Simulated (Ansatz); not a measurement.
# How CoSi2 absorbs and reflects light

What colour and refractive index does CoSi2 have at this level of theory? The cell comes from an older database entry, whose edges can differ from later determinations, mostly by under a per cent.

Method: DFT, PBE, plane-wave PAW, default files, scalar-relativistic, independent-particle optical response without local fields, in Ansatz 0.2.0.

The database entry behind the starting cell differs from later determinations by our own check (0.1 to 0.3 % short, probably kX units), so it need not match the best structure at ambient conditions.

### 1. Starting point

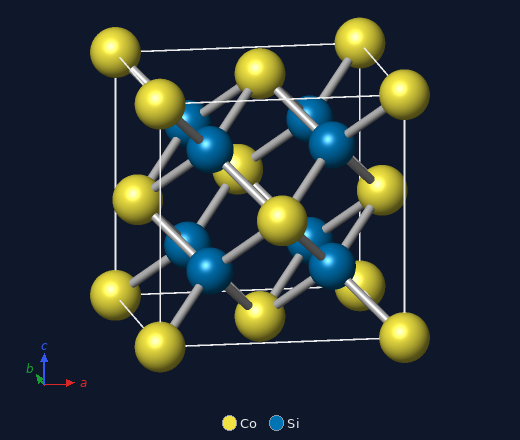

Start, viewed slightly off an axis; cobalt yellow, silicon blue. This picture shows the conventional cell, with its axes. Some periodic images of atoms are drawn too.

Coordinates:

```cif
data_structure
_symmetry_space_group_name_H-M 'Fm-3m'
_symmetry_Int_Tables_number 225
_cell_length_a 5.3560
_cell_length_b 5.3560
_cell_length_c 5.3560
_cell_angle_alpha 90.000
_cell_angle_beta 90.000
_cell_angle_gamma 90.000
_cell_volume 153.65
loop_
_atom_site_label
_atom_site_type_symbol
_atom_site_symmetry_multiplicity
_atom_site_Wyckoff_symbol
_atom_site_fract_x
_atom_site_fract_y
_atom_site_fract_z
_atom_site_occupancy
Co1 Co 4 a 0.00000 0.00000 0.00000 1
Si1 Si 8 c 0.25000 0.25000 0.75000 1
```

### 2. Ground state and bands

The self-consistent density comes first; it also tells whether there is a gap, which decides the occupations and the need for a Drude term.

This step: DFT, PBE, plane-wave PAW, default files, scalar-relativistic, ground state (Ansatz 0.2.0).

Contents of input.yaml:

```yaml
crystal:
  lattice:
    - [0.0, 2.678, 2.678]
    - [2.678, 0.0, 2.678]
    - [2.678, 2.678, 0.0]
  atoms:
    - { symbol: Co, position: [0.0, 0.0, 0.0], spin: 2.0 }
    - { symbol: Si, position: [0.75, 0.75, 0.75] }
    - { symbol: Si, position: [0.25, 0.25, 0.25] }
magnetization:
  spin_polarized: true
kpoints:
  mp_grid: { grid: [7, 7, 7] }
  band_path:
    path:
      - [[0.0, 0.0, 0.0], [0.5, 0.0, 0.5], [0.5, 0.25, 0.75], [0.375, 0.375, 0.75], [0.0, 0.0, 0.0], [0.5, 0.5, 0.5], [0.625, 0.25, 0.625], [0.5, 0.25, 0.75], [0.5, 0.5, 0.5], [0.375, 0.375, 0.75]]
      - [[0.625, 0.25, 0.625], [0.5, 0.0, 0.5]]
    npoints: 7
scf:
  occupations: { method: fermi_dirac, width: 0.05 }
  n_extra_bands: 7
hamiltonian:
  xc: pbe
  pseudopotentials: { kind: paw }
output:
  forces: true
  stress: true
  populations: true
  write_bands: true
```

Command:

```
$ ansatz run input.yaml --threads 2 --pin off --max-ram 5120MiB --backend cpu --events-out ev --progress --plain --runs-dir out
```

Numbers of over 12 decimals in the logs are rounded to 6 here.

The log of the run:

```text
scf.n_extra_bands = 7 over 13 filled bands (N_el = 25.0): the run solves 20 bands
Engine: ansatz 0.2.0, aarch64-unknown-linux-gnu
Pseudopotentials: kind: paw
Pseudopotential: Co, paw, valence charge 17, recommended cutoff 420 eV (normal), Co.paw.azcp
Pseudopotential: Si, paw, valence charge 4, recommended cutoff 420 eV (normal), Si.paw.azcp
Functional definition: PBE
  parameter kappa = 0.804
  parameter beta = 0.066725
  exchange = pbe_x(kappa = kappa, mu = beta*pi^2/3)
  correlation = pbe_c(beta = beta)
Crystal: 3 atoms, lattice volume = 38.412 Å³
Basis set: ecut = 420 eV, 749 PW (Γ), exchange–correlation on 54×54×54 points (8 copies of the dense FFT grid, shifted against one another)
Bands: 20, of which v1, the nominal top of the filled ones, is band 13 counted from 1 (12 counted from 0)
Symmetry: 48 space group operations
Space group: Fm-3m (ITA 225), of the structure as read, at distance tolerance 3.4e-5 Å
Magnetic group: BNS 225.116 (UNI 1618), of the structure as read, at distance tolerance 3.4e-5 Å
k-points: 20 of 343
Non-local potential: Co, projectors of the file, l = 0: 3, l = 1: 2, l = 2: 3, l = 3: 1
Non-local potential: Si, projectors of the file, l = 0: 2, l = 1: 2, l = 2: 2
PAW form: soft (Blöchl's): semilocal exchange-correlation on the pseudo side does not see the compensation charge
PAW one-centre angular grid: Co, 590 points (default); XC on 64 Gauss nodes
PAW one-centre angular grid: Si, 110 points (default); XC on 64 Gauss nodes
Initial density: superposition of atomic densities (chi_scale 0.1, normalization cell)
Starting moments: Σ|m| = 2 μB on 1 of 3 sites
Initial wavefunctions: pseudopotential atomic-orbital guess
Functional: x = pbe(κ = 0.804, μ = 0.219515), c = pbe(β = 0.066725)
SCF iter   1: F=—  HF=-6398.381111 eV  |F-HF|=—  |Δ(HF+E_count)|=         —  Δρ=1.61e-1 (↑1.61e-1 ↓9.50e-2)  dr2=1.67e0  dr2_m=5.47e0  M=0.236 μB ∫|m|=0.359 μB  β_m=0.30  ethr=3.10e-3  ⟨swp⟩=5.9  Hψ=4045  notcnv=0
Mixer restart at iter 1: flushing history
preconditioner: auto → Kerker (q_TF=auto, 2.540 Å⁻¹)  [metal: Δε(μ)=0.105 eV  Ē_g=10.041 eV  σ=0.050 eV  W_gap=0.41  n_scr=14 (ndim 8)  ℏωp=24.7 eV  f_vac=0.000  D(μ)=1.01/eV (n_scr^D=8)]
spin=Collinear: Kerker preconditioning applied to the charge; magnetization (m = ρ↑ − ρ↓) channel mixes plain (no charge-response kernel on spin).
SCF iter   2: F=—  HF=-6397.655520 eV  |F-HF|=—  |Δ(HF+E_count)|=   7.26e-1  Δρ=1.07e-1 (↑8.36e-2 ↓1.07e-1)  dr2=1.05e0  dr2_m=3.07e0  M=0.167 μB ∫|m|=0.266 μB  β_m=0.59  ethr=3.10e-3  ⟨swp⟩=2.7  Hψ=1729  notcnv=0  defer=78
SCF iter   3: F=—  HF=-6399.273095 eV  |F-HF|=—  |Δ(HF+E_count)|=    1.62e0  Δρ=5.45e-2 (↑5.45e-2 ↓3.48e-2)  dr2=3.96e-1  dr2_m=6.16e-1  M=0.050 μB ∫|m|=0.108 μB  β_m=0.76  ethr=3.10e-3  ⟨swp⟩=3.0  Hψ=1555  notcnv=0  defer=87
SCF iter   4: F=—  HF=-6399.237573 eV  |F-HF|=—  |Δ(HF+E_count)|=   3.55e-2  Δρ=1.63e-2 (↑1.63e-2 ↓1.36e-2)  dr2=3.70e-1  dr2_m=8.84e-4  M=-0.005 μB ∫|m|=0.007 μB  β_m=0.76  ethr=1.59e-3  ⟨swp⟩=2.8  Hψ=1759  notcnv=0  defer=84
SCF iter   5: F=—  HF=-6399.173933 eV  |F-HF|=—  |Δ(HF+E_count)|=   6.36e-2  Δρ=9.74e-3 (↑9.70e-3 ↓9.74e-3)  dr2=7.99e-2  dr2_m=4.18e-6  M=-0.001 μB ∫|m|=0.002 μB  β_m=0.88  ethr=1.48e-3  ⟨swp⟩=2.0  Hψ=1165  notcnv=0  defer=84
SCF iter   6: F=—  HF=-6399.185796 eV  |F-HF|=—  |Δ(HF+E_count)|=   1.19e-2  Δρ=2.15e-3 (↑1.93e-3 ↓2.15e-3)  dr2=3.77e-3  dr2_m=3.87e-5  M=-0.001 μB ∫|m|=0.003 μB  β_m=0.94  ethr=3.20e-4  ⟨swp⟩=2.1  Hψ=1351  notcnv=0  defer=84
SCF iter   7: F=—  HF=-6399.187638 eV  |F-HF|=—  |Δ(HF+E_count)|=   1.84e-3  Δρ=3.92e-4 (↑3.64e-4 ↓3.92e-4)  dr2=2.83e-4  dr2_m=9.94e-7  M=-0.000 μB ∫|m|=0.001 μB  β_m=0.97  ethr=1.51e-5  ⟨swp⟩=2.0  Hψ=1469  notcnv=0  defer=84
SCF iter   8: F=—  HF=-6399.187823 eV  |F-HF|=—  |Δ(HF+E_count)|=   1.85e-4  Δρ=1.14e-4 (↑1.14e-4 ↓1.07e-4)  dr2=1.81e-5  dr2_m=9.53e-9  M=-0.000 μB ∫|m|=0.000 μB  β_m=0.98  ethr=1.13e-6  ⟨swp⟩=2.0  Hψ=1108  notcnv=0  defer=84
SCF iter   9: F=—  HF=-6399.187832 eV  |F-HF|=—  |Δ(HF+E_count)|=   8.77e-6  Δρ=9.73e-5 (↑9.73e-5 ↓9.21e-5)  dr2=1.11e-5  dr2_m=3.53e-9  M=0.000 μB ∫|m|=0.000 μB  β_m=0.99  ethr=7.23e-8  ⟨swp⟩=2.0  Hψ=1270  notcnv=0  defer=84
SCF iter  10: F=—  HF=-6399.187831 eV  |F-HF|=—  |Δ(HF+E_count)|=   2.85e-7  Δρ=1.73e-5 (↑1.73e-5 ↓1.62e-5)  dr2=3.31e-7  dr2_m=2.61e-10  M=0.000 μB ∫|m|=0.000 μB  β_m=1.00  ethr=4.42e-8  ⟨swp⟩=2.0  Hψ=924  notcnv=0  defer=84
SCF iter  11: F=—  HF=-6399.187831 eV  |F-HF|=—  |Δ(HF+E_count)|=   1.64e-8  Δρ=2.74e-6 (↑2.74e-6 ↓2.27e-6)  dr2=6.59e-9  dr2_m=2.21e-11  M=0.000 μB ∫|m|=0.000 μB  β_m=1.00  ethr=1.32e-9  ⟨swp⟩=2.1  Hψ=969  notcnv=0  defer=84
SCF iter  12: F=-6399.187831 eV  HF=-6399.187831 eV  |F-HF|=2.98e-9  |Δ(HF+E_count)|=  6.07e-10  Δρ=1.81e-6 (↑1.81e-6 ↓1.70e-6)  dr2=3.42e-9  dr2_m=1.27e-12  M=0.000 μB ∫|m|=0.000 μB  ethr=2.64e-11  ⟨swp⟩=7.1  Hψ=3441  notcnv=0
SCF 1 converged in 12 iterations: F = -6399.187831 eV  dr2 = 3.42e-9
  greatest PAW one-centre occupation: 1.000 electrons in one spin orbital (limit 2), on the Co atom at site 0 (counted from 0), in its partial waves of l = 0
WARN: the starting moments were not kept: the SCF closed with an absolute magnetisation of 1.0e-6 μB, where they sum to 2 μB in size (1 site). That is at most 0.1 of that sum. Measured as dr2_m measures the in/out step, that magnetisation stands 8.1e-13 eV from none, at or under the dr2_threshold of 1.0e-7 eV: it is no larger than a step whose dr2_m would equal this threshold. The system may hold no moment; this SCF  [...]
NSCF: frozen V_eff on 72 k-points
SCF converged after 12 iterations
Magnetization: 0.0000 μB (12.5000 up, 12.5000 down)
Absolute magnetization: 0.0000 μB (∫|ρ↑−ρ↓|, with the PAW one-centre terms)
Spin contamination: 0.0000 ħ² per cell (⟨S²⟩ above its minimum at these occupations)
Per-site moments (μB) at R_I (Å): [(5.737927995056486e-7, 0.956677), (-6.194777825320943e-8, 0.956677), (-6.194777830466218e-8, 0.956677)]
Free energy (F): -6399.187831 eV
Harris-Foulkes:  -6399.187831 eV  (|F-HF|=2.98e-9)
Internal energy: -6399.179214 eV  (E = F + TS)
E sigma→0 (E₀):  -6399.183523 eV
Entropy (-TS):   -0.008618 eV (-2.873 meV/atom)
Fermi energy:    12.903851 eV
--- Per-component energies (eV) ---
  E_band       = -284.432278
  E_kinetic    = 547.515872
  E_local      = -4095.691358  (includes V_loc(G=0)·N_el)
  E_nonlocal   = 501.079019
  E_hartree    = 1781.859970
  E_xc         = -274.116092
  E_vxc        = -305.278738  (∫ρ·V_xc dr)
  E_paw        = -2541.340341  (= ΣΔE_a)
  E_vpaw       = -495.782074  (= ΣTr[D̂ρ^β])
  E_aug_tail   = 0.000153  (compensation charges beyond the density's cutoff)
  E_ewald      = -2318.486437
  E_smearing   = -0.008618  (= −TS)
  E_closure    = 0.000000  (closes the sum)
  Σ components = -6399.187831   (vs F -6399.187831, Δ=0.00e0)
--- Forces (eV/Å), atoms counted from 1 ---
  atom   1  Co    -0.00000000     0.00000000    -0.00000000
  atom   2  Si    -0.00000000    -0.00000000     0.00000000
  atom   3  Si    -0.00000000     0.00000000    -0.00000000
  max |Σ_I F_I| component: 1.85e-17 eV/Å
--- Stress (GPa, compression-positive) ---
        0.368557       0.000000       0.000000
       -0.000000       0.368557      -0.000000
        0.000000      -0.000000       0.368557
  P = ⅓ Tr σ = 0.3686 GPa (3.686 kbar)
--- Band table (eV; the first three rows and the last of 40) ---
  k-point 0 ↑: bands = [... 9 lower, 10.9667, 13.6433, 16.3080, 16.3080, 16.3080, 16.3110, 16.3110, 16.3110, ... 3 higher]
  k-point 1 ↑: bands = [... 9 lower, 10.8854, 13.3548, 14.5840, 15.0356, 15.0356, 17.3030, 17.3030, 18.0481, ... 3 higher]
  k-point 2 ↑: bands = [... 9 lower, 10.8363, 11.6553, 13.7498, 13.7498, 15.3223, 16.6590, 16.6590, 17.3537, ... 3 higher]
  k-point 19 ↓: bands = [... 9 lower, 10.5609, 11.0707, 11.5120, 12.1739, 15.6659, 17.2225, 18.7286, 20.1823, ... 3 higher]
--- Löwdin populations: 3 sites ---
  site symbol       q [e]    m [muB]
     0     Co     16.7161     0.0000
     1     Si      3.9717    -0.0000
     2     Si      3.9717    -0.0000
  spilling = 0.013617 (of n_electrons = 25.000000)
```

It took 3.1 s on 2 threads of Arm Neoverse V2, shared host; peak memory 0.31 GiB; 5.8 s of CPU time.

This step gave:

```
free energy         : -6399.1878 eV
Fermi energy        : 12.90 eV
electrons           : 25
symmetry operations : 48
pressure            : 0.3686 GPa
volume              : 38.41 Å³
gap on the path     : 0 eV
```

There are states at the Fermi level within the smearing, so the occupations stay smeared and the carriers get a Drude term. The cell is left with a pressure of 0.4 GPa, as it stands unrelaxed at this level.

Both spins together. The electronic bands at the labelled points (eV, zero at the Fermi level; # counts the bands kept):

| point | #13 | #14 | #15 | #16 | #17 | #18 | #19 | #20 |
| --- | --- | --- | --- | --- | --- | --- | --- | --- |
| Γ | 0.74 | 0.74 | 3.40 | 3.40 | 3.40 | 3.40 | 3.40 | 3.40 |
| X | -1.98 | -1.98 | -1.95 | -1.95 | -1.36 | -1.36 | 1.57 | 1.57 |
| W | -1.98 | -1.98 | -1.48 | -1.48 | -0.71 | -0.71 | 3.62 | 3.62 |
| K | -1.79 | -1.79 | -1.25 | -1.25 | -1.00 | -1.00 | 1.96 | 1.96 |
| Γ | 0.74 | 0.74 | 3.40 | 3.40 | 3.40 | 3.40 | 3.40 | 3.40 |
| L | -1.66 | -1.66 | -0.51 | -0.51 | -0.51 | -0.51 | 2.67 | 2.67 |
| U | -1.79 | -1.79 | -1.25 | -1.25 | -1.00 | -1.00 | 1.96 | 1.96 |
| W | -1.98 | -1.98 | -1.48 | -1.48 | -0.71 | -0.71 | 3.62 | 3.62 |
| L | -1.66 | -1.66 | -0.51 | -0.51 | -0.51 | -0.51 | 2.67 | 2.67 |
| K | -1.79 | -1.79 | -1.25 | -1.25 | -1.00 | -1.00 | 1.96 | 1.96 |
| jump to U | -1.79 | -1.79 | -1.25 | -1.25 | -1.00 | -1.00 | 1.96 | 1.96 |
| X | -1.98 | -1.98 | -1.95 | -1.95 | -1.36 | -1.36 | 1.57 | 1.57 |

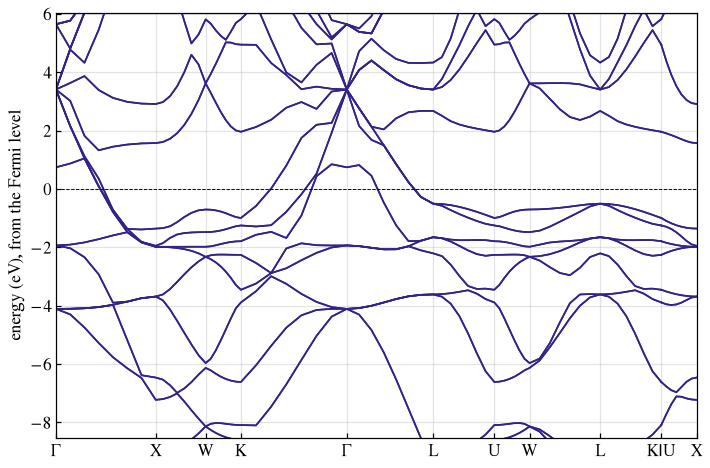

Electronic bands along the path.

[end of part 1 of 2]

[Logs are printed without paths, hosts, clocks, repeated set-up lines and the standing remarks that a program may print on its own settings, such as how far it seeks lower states.]

[Hosts, paths, dates, database ids (printed as entryN), source tags and the programs' standing remarks are cut or masked in the printed files.]
